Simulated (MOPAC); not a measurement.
## Geometry relaxation, with input and output: C3H9PS (part 1 of 2)

C3H9PS, SMILES CP(C)(C)=S, computed with PM6-D3, closed shell, dispersion D3 (MOPAC 23.2.5).

The atoms were displaced at random from an optimised geometry.

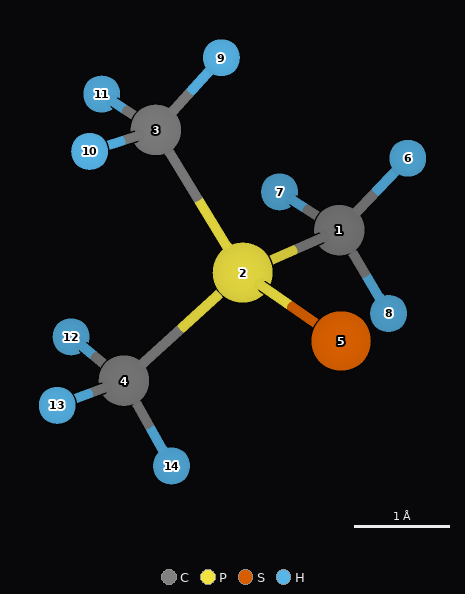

*The input geometry (ball-and-stick view, seen at a tilt; atoms are numbered from 1 in the order of the input).*

Bond lengths as drawn: C–H 1.08 to 1.10 Å, C–P 1.80 to 1.81 Å and P–S 1.94 Å.

**The input (mol.mop)**
```
DISP PRECISE CYCLES=300 MULLIK GNORM=0.05 PM6-D3 THREADS=1 AUX(PRECISION=6)
C3H9PS optimise
CP(C)(C)=S
C     -1.589172     0.475069     0.157021
P      0.145824     0.446680    -0.327870
C      1.067358     0.345298     1.222933
C      0.396440    -1.160337    -1.119729
S      0.648569     1.963157    -1.436050
H     -1.791175     1.378832     0.724246
H     -1.812870    -0.391360     0.780845
H     -2.205543     0.454475    -0.728272
H      0.917288     1.251562     1.792615
H      2.142621     0.255911     0.992216
H      0.750545    -0.524276     1.822859
H      0.099665    -1.979198    -0.446640
H      1.459185    -1.273272    -1.380433
H     -0.196871    -1.188767    -2.025389
```

Command:
```bash
mopac mol.mop
```

**Output**
```
MOPAC v23.2.5
PM6-D3 CALCULATION RESULTS

 *  PM6-D3     - CORRECT DISPERSION USING D3 METHOD
 *  PRECISE    - TIGHTER CRITERIA TO BE USED
 *  THREADS=1  - MULTI-THREADING NOT USED
 *  CYCLES=    - DO A MAXIMUM OF 300 STEPS
 *  GNORM      - EXIT WHEN GRADIENT NORM DROPS BELOW 0.050
 *  AUX        - OUTPUT AUXILIARY INFORMATION
 *  DISP       - PRINT DISPERSION AND HYDROGEN BOND ENERGIES
 *  MULLIK     - THE MULLIKEN ANALYSIS TO BE PERFORMED
DISP PRECISE CYCLES=300 MULLIK GNORM=0.05 PM6-D3 THREADS=1 AUX(PRECISION=6)
 C3H9PS optimise
 CP(C)(C)=S
   ATOM   CHEMICAL          X               Y               Z
  NUMBER   SYMBOL      (ANGSTROMS)     (ANGSTROMS)     (ANGSTROMS)

     1       C         -1.58917200  *   0.47506900  *   0.15702100  *
     2       P          0.14582400  *   0.44668000  *  -0.32787000  *
     3       C          1.06735800  *   0.34529800  *   1.22293300  *
     4       C          0.39644000  *  -1.16033700  *  -1.11972900  *
     5       S          0.64856900  *   1.96315700  *  -1.43605000  *
     6       H         -1.79117500  *   1.37883200  *   0.72424600  *
     7       H         -1.81287000  *  -0.39136000  *   0.78084500  *
     8       H         -2.20554300  *   0.45447500  *  -0.72827200  *
     9       H          0.91728800  *   1.25156200  *   1.79261500  *
    10       H          2.14262100  *   0.25591100  *   0.99221600  *
    11       H          0.75054500  *  -0.52427600  *   1.82285900  *
    12       H          0.09966500  *  -1.97919800  *  -0.44664000  *
    13       H          1.45918500  *  -1.27327200  *  -1.38043300  *
    14       H         -0.19687100  *  -1.18876700  *  -2.02538900  *

          CARTESIAN COORDINATES

    NO.       ATOM           X           Y           Z

     1         C         -1.5892      0.4751      0.1570
     2         P          0.1458      0.4467     -0.3279
     3         C          1.0674      0.3453      1.2229
     4         C          0.3964     -1.1603     -1.1197
     5         S          0.6486      1.9632     -1.4361
     6         H         -1.7912      1.3788      0.7242
     7         H         -1.8129     -0.3914      0.7808
     8         H         -2.2055      0.4545     -0.7283
     9         H          0.9173      1.2516      1.7926
    10         H          2.1426      0.2559      0.9922
    11         H          0.7505     -0.5243      1.8229
    12         H          0.0997     -1.9792     -0.4466
    13         H          1.4592     -1.2733     -1.3804
    14         H         -0.1969     -1.1888     -2.0254

           Empirical Formula: C3 H9 P S  =    14 atoms

      MOLECULAR POINT GROUP   :   C3v

      RHF CALCULATION, NO. OF DOUBLY OCCUPIED LEVELS = 16

          Geometry optimization using EF

          DIAGONAL MATRIX USED AS START HESSIAN
```

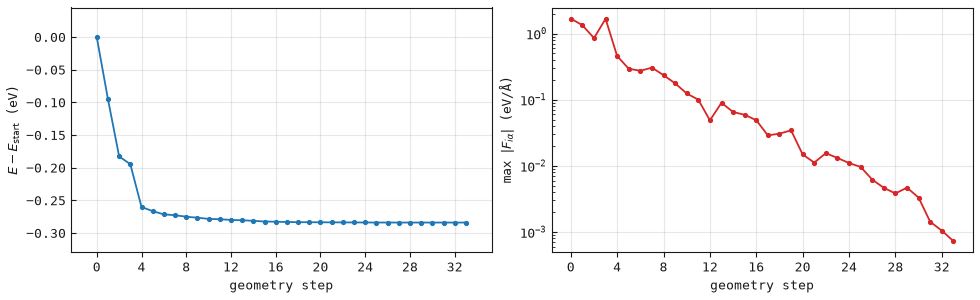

*Progress of the relaxation, step by step (steps are counted from 0).*

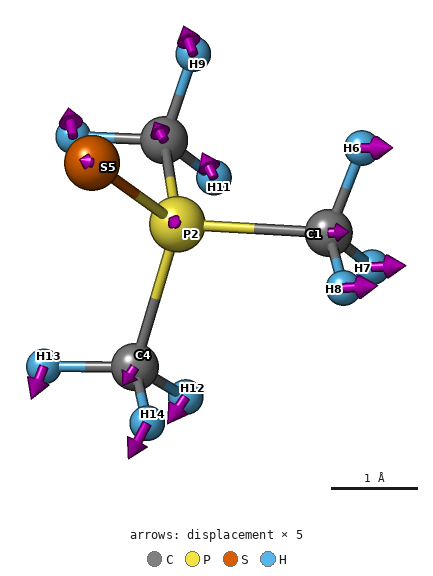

*The starting structure with the displacements as pink arrows, magnified 5 times (ball-and-stick view, seen at a tilt). The two geometries are laid on each other by the best rigid fit.*

H14 moves most after the best rigid fit: 0.097 Å. Largest moves by element: H 0.097 Å, C 0.062 Å, S 0.036 Å, P 0.032 Å. Among the contacts that change: C1–P2 1.802 → 1.870 Å, P2–C3 1.807 → 1.870 Å, C1–H8 1.079 → 1.100 Å, C1–H6 1.086 → 1.100 Å. Among the angles that change: H6–C1–H8 109.8° → 106.4°, H13–C4–H14 109.2° → 106.4°, P2–C1–H7 109.8° → 112.3°. The energy falls by 0.284 eV in 33 geometry steps. Largest force component: 1.7 eV/Å at the start, 0.00073 eV/Å at the end. (Atoms are counted from 1 in the order of the input.)

```
 CYCLE:     1 TIME:   0.016 TIME LEFT:  2.00D  GRAD.:    78.651 HEAT: -64.14810
 CYCLE:     2 TIME:   0.016 TIME LEFT:  2.00D  GRAD.:    69.111 HEAT: -66.33426
 CYCLE:     3 TIME:   0.016 TIME LEFT:  2.00D  GRAD.:    45.204 HEAT: -68.35677
 CYCLE:     4 TIME:   0.008 TIME LEFT:  2.00D  GRAD.:    61.807 HEAT: -68.63293
 CYCLE:     5 TIME:   0.008 TIME LEFT:  2.00D  GRAD.:    21.095 HEAT: -70.14344
 CYCLE:     6 TIME:   0.016 TIME LEFT:  2.00D  GRAD.:    15.747 HEAT: -70.28945
 CYCLE:     7 TIME:   0.008 TIME LEFT:  2.00D  GRAD.:    13.443 HEAT: -70.40404
 CYCLE:     8 TIME:   0.016 TIME LEFT:  2.00D  GRAD.:    15.894 HEAT: -70.43352
 CYCLE:     9 TIME:   0.008 TIME LEFT:  2.00D  GRAD.:    12.192 HEAT: -70.48711
 CYCLE:    10 TIME:   0.008 TIME LEFT:  2.00D  GRAD.:    10.529 HEAT: -70.52144
 CYCLE:    11 TIME:   0.008 TIME LEFT:  2.00D  GRAD.:     7.106 HEAT: -70.56287
 CYCLE:    12 TIME:   0.008 TIME LEFT:  2.00D  GRAD.:     6.362 HEAT: -70.57633
 CYCLE:    13 TIME:   0.008 TIME LEFT:  2.00D  GRAD.:     3.245 HEAT: -70.59978
 CYCLE:    14 TIME:   0.008 TIME LEFT:  2.00D  GRAD.:     4.055 HEAT: -70.61214
 CYCLE:    15 TIME:   0.008 TIME LEFT:  2.00D  GRAD.:     3.001 HEAT: -70.63141
 CYCLE:    16 TIME:   0.016 TIME LEFT:  2.00D  GRAD.:     3.010 HEAT: -70.65548
 CYCLE:    17 TIME:   0.008 TIME LEFT:  2.00D  GRAD.:     3.129 HEAT: -70.66372
 CYCLE:    18 TIME:   0.008 TIME LEFT:  2.00D  GRAD.:     1.864 HEAT: -70.67282
 CYCLE:    19 TIME:   0.008 TIME LEFT:  2.00D  GRAD.:     1.462 HEAT: -70.67976
 CYCLE:    20 TIME:   0.016 TIME LEFT:  2.00D  GRAD.:     1.715 HEAT: -70.68103
 CYCLE:    21 TIME:   0.008 TIME LEFT:  2.00D  GRAD.:     0.937 HEAT: -70.68315
 CYCLE:    22 TIME:   0.008 TIME LEFT:  2.00D  GRAD.:     0.811 HEAT: -70.68566
 CYCLE:    23 TIME:   0.008 TIME LEFT:  2.00D  GRAD.:     0.877 HEAT: -70.68705
 CYCLE:    24 TIME:   0.008 TIME LEFT:  2.00D  GRAD.:     0.796 HEAT: -70.68924
 CYCLE:    25 TIME:   0.016 TIME LEFT:  2.00D  GRAD.:     0.634 HEAT: -70.69034
 CYCLE:    26 TIME:   0.008 TIME LEFT:  2.00D  GRAD.:     0.569 HEAT: -70.69168
 CYCLE:    27 TIME:   0.008 TIME LEFT:  2.00D  GRAD.:     0.361 HEAT: -70.69205
 CYCLE:    28 TIME:   0.008 TIME LEFT:  2.00D  GRAD.:     0.260 HEAT: -70.69244
 CYCLE:    29 TIME:   0.008 TIME LEFT:  2.00D  GRAD.:     0.224 HEAT: -70.69259
 CYCLE:    30 TIME:   0.016 TIME LEFT:  2.00D  GRAD.:     0.170 HEAT: -70.69273
 CYCLE:    31 TIME:   0.008 TIME LEFT:  2.00D  GRAD.:     0.123 HEAT: -70.69278
 CYCLE:    32 TIME:   0.008 TIME LEFT:  2.00D  GRAD.:     0.065 HEAT: -70.69282
 CYCLE:    33 TIME:   0.008 TIME LEFT:  2.00D  GRAD.:     0.057 HEAT: -70.69284
 CYCLE:    34 TIME:   0.008 TIME LEFT:  2.00D  GRAD.:     0.047 HEAT: -70.69285

     GRADIENT =  0.04707 IS LESS THAN CUTOFF =  0.05000

 -------------------------------------------------------------------------------
 DISP PRECISE CYCLES=300 MULLIK GNORM=0.05 PM6-D3 THREADS=1 AUX(PRECISION=6)
 C3H9PS optimise
 CP(C)(C)=S

     GEOMETRY OPTIMISED USING EIGENVECTOR FOLLOWING (EF).
     SCF FIELD WAS ACHIEVED

                              PM6-D3 CALCULATION

          FINAL HEAT OF FORMATION =        -70.69285 KCAL/MOL =    -295.77889 KJ/MOL

          TOTAL ENERGY            =     -18676.75926 KCAL/MOL = ELECTRONIC ENERGY + CORE-CORE REPULSION
          ENERGY OF ATOMS         =      18608.94892 KCAL/MOL
                              SUM =        -67.81034 KCAL/MOL
          DISPERSION ENERGY       =         -2.88251 KCAL/MOL
                              SUM =        -70.69285 KCAL/MOL = FINAL HEAT OF FORMATION

          TOTAL ENERGY            =       -809.90094 EV
          ELECTRONIC ENERGY       =      -3179.20295 EV
          CORE-CORE REPULSION     =       2369.30202 EV
          COSMO AREA              =        147.02 SQUARE ANGSTROMS
          COSMO VOLUME            =        145.65 CUBIC ANGSTROMS

          GRADIENT NORM           =          0.04707          =       0.01258 PER ATOM
          IONIZATION POTENTIAL    =          8.650953 EV
          HOMO LUMO ENERGIES (EV) =         -8.651  1.539
          NO. OF FILLED LEVELS    =         16
          MOLECULAR WEIGHT        =        108.1379         POINT GROUP:  C3v

          MOLECULAR DIMENSIONS (Angstroms)

            Atom       Atom       Distance
            H    13    H     6     4.82949
            H     9    H     8     4.18362
            S     5    H    11     3.79522

          SCF CALCULATIONS        =         37

          WALL-CLOCK TIME         =      0.352 SECONDS
          COMPUTATION TIME        =      0.311 SECONDS

   ATOM   CHEMICAL          X               Y               Z
  NUMBER   SYMBOL      (ANGSTROMS)     (ANGSTROMS)     (ANGSTROMS)

     1       C         -1.64485822  *   0.47606538  *   0.17384056  *
     2       P          0.15383819  *   0.46548671  *  -0.33829489  *
     3       C          1.10585425  *   0.35470280  *   1.26769848  *
     4       C          0.40618030  *  -1.19702353  *  -1.15694490  *
     5       S          0.66296425  *   1.97618508  *  -1.45171454  *
     6       H         -1.88337922  *   1.39503020  *   0.72893614  *
     7       H         -1.90200531  *  -0.38223900  *   0.80078429  *
     8       H         -2.29859032  *   0.46803407  *  -0.71048866  *
     9       H          0.96648774  *   1.26859465  *   1.86341513  *
    10       H          2.18498949  *   0.27162765  *   1.07256473  *
    11       H          0.79797023  *  -0.50206924  *   1.87351223  *
    12       H          0.11655200  *  -2.02711886  *  -0.50659077  *
    13       H          1.45978420  *  -1.33130013  *  -1.44231060  *
    14       H         -0.17886212  *  -1.26364652  *  -2.08576200  *

                             CARTESIAN COORDINATES

   1    C       -1.644858224     0.476065378     0.173840563
   2    P        0.153838188     0.465486706    -0.338294890
   3    C        1.105854254     0.354702797     1.267698479
   4    C        0.406180300    -1.197023531    -1.156944896
   5    S        0.662964252     1.976185081    -1.451714544
   6    H       -1.883379218     1.395030196     0.728936140
   7    H       -1.902005314    -0.382238995     0.800784286
   8    H       -2.298590317     0.468034074    -0.710488660
   9    H        0.966487739     1.268594651     1.863415125
  10    H        2.184989491     0.271627647     1.072564729
  11    H        0.797970231    -0.502069238     1.873512231
  12    H        0.116551999    -2.027118865    -0.506590767
  13    H        1.459784196    -1.331300132    -1.442310598
  14    H       -0.178862123    -1.263646518    -2.085762001

           Empirical Formula: C3 H9 P S  =    14 atoms

      MOLECULAR POINT GROUP   :   C3v

                  EIGENVALUES
 -29.82576 -26.66813 -25.79383 -25.79354 -17.78608 -15.92221 -15.63359 -15.63286
 -14.69840 -14.69631 -13.89441 -12.95655 -12.95576 -11.72333  -8.65109  -8.65095
   1.53883   2.43394   2.43437   2.45304   3.57871   3.57884   3.74432   3.74432
   3.80849   5.13305   5.13332   5.19741   5.21486   5.21544   5.21566   6.16553
   6.26019   6.26033 111.66079 111.66143 112.01129 112.15456 112.15502

              NET ATOMIC CHARGES AND DIPOLE CONTRIBUTIONS
```
